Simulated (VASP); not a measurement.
Band structure of Ni₃Si (L1_2). Computed with optB88-vdW, VASP's PBE PAW potentials (set 64) (plane waves; VASP).

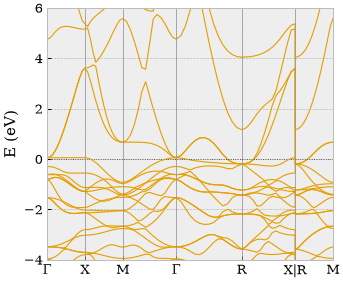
Bands along high-symmetry lines, zero at the valence-band maximum or, without a gap, the Fermi level

### Question
Read the plot: is there a gap, and where are the band edges?

### Answer
It has no gap at this level: it comes out as a metal or semimetal. (Edges off the drawn lines would not show.)

The compound is Ni3Si in the L1_2 structure. It was relaxed first. The run is not spin-polarised, so no magnetic state was tried.
